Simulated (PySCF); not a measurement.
C3H4OS

Input file:

```
{"job": {"kind": "nmr", "xc": "CAM-B3LYP", "basis": "pcSseg-1", "pop": false}, "charge": 0, "multiplicity": 1}
O      0.816705    -1.682540    -0.599233
C      1.066078    -0.531509    -0.830892
C      0.470449     0.634531    -0.158072
C     -0.721115     0.644435     0.431842
S     -1.871056    -0.718946     0.396162
H      1.819876    -0.248491    -1.592780
H      1.069290     1.535943    -0.165440
H     -1.109992     1.532091     0.912045
H     -1.540234    -1.165515     1.606368
```

Run with:

```sh
OMP_NUM_THREADS=1 python ens_run.py task.json out
```

Geometry: GFN2-xTB.

Level of theory: CAM-B3LYP/pcSseg-1, SCF density, gas phase, non-relativistic (PySCF).

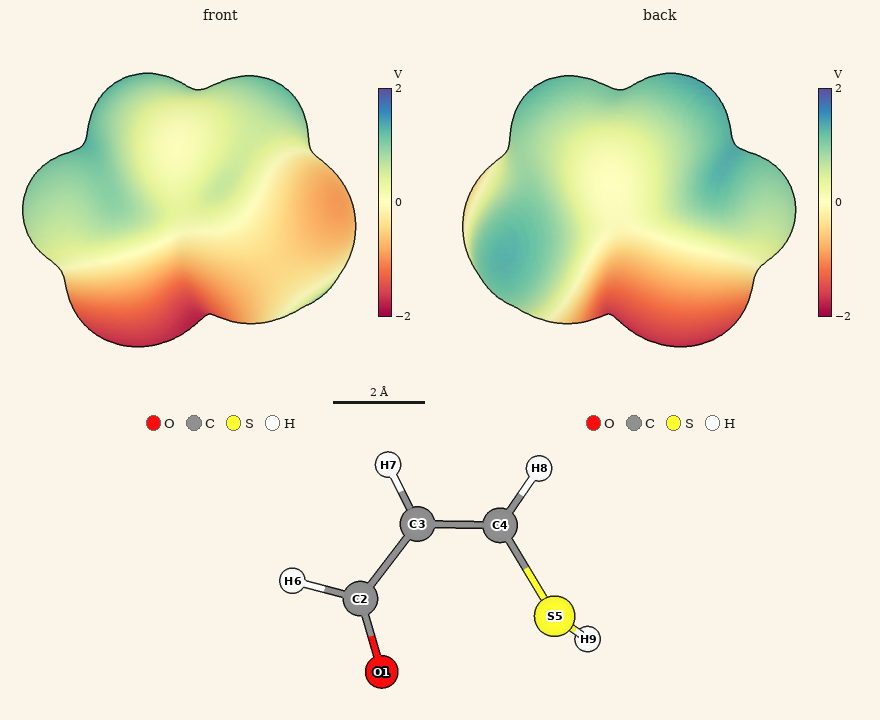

Figure 1. The molecular electrostatic potential painted on the density surface at 0.002 e/bohr³, seen from the front and from behind; the colour scale runs from red (negative) to blue (positive). The bare structure is drawn below in the same view.

Question: Where is the surface potential most negative and most positive?

Answer: The most negative region (about −1.7 V, or −39 kcal/mol for a unit charge) lies over O1, the most positive (about +1.3 V, or +30 kcal/mol for a unit charge) over C2, C3, H7 and H9. O1 is the likeliest acceptor of a hydrogen bond.

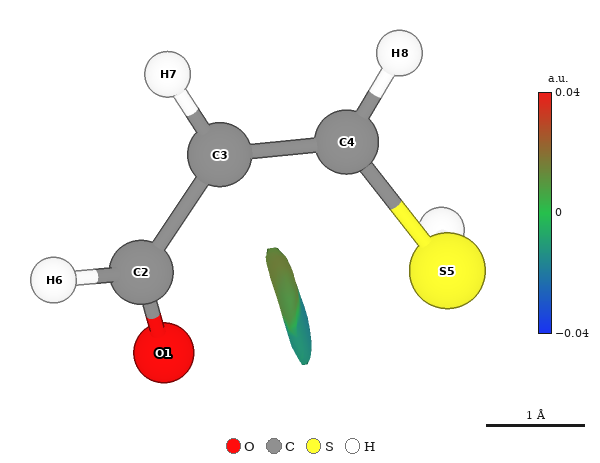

Figure 2. Non-covalent interaction (NCI) plot: the surface where the reduced density gradient is 0.5, for densities under 0.05 a.u., coloured by sign(λ₂)ρ; seen at a tilt.

Question: Identify the weak interactions.

Answer: Between S5 and C4 on one side and O1 and C2 on the other: a weak contact, attractive (blue-green) on one side and crowded (olive to red) on the other.

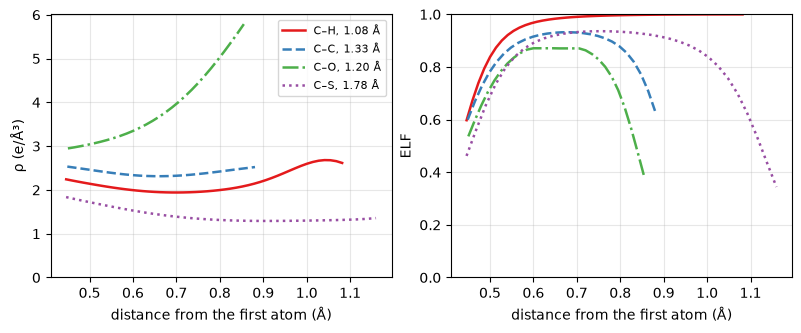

Figure 3. Electron density and electron localisation function along straight lines between neighbouring atoms. The curves leave out the atomic cores.

Question: What can be read from the curves?

Answer: C–H (1.08 Å): the density is about 2.1 e/Å³ at the midpoint; the ELF climbs to about 1 towards the hydrogen, as it does in any bond to H (an ordinary covalent bond to hydrogen).
C–C (1.33 Å): ρ is about 2.3 e/Å³ halfway; the ELF peaks at about 0.95 between the atoms: a multiple bond.
C–O (1.20 Å): ρ is about 3.3 e/Å³ halfway; the ELF peaks at about 0.85 between the atoms (a short, multiple covalent bond).
C–S (1.78 Å): ρ at the midpoint is about 1.3 e/Å³; the ELF peaks at about 0.95 between the atoms: a shared electron pair.
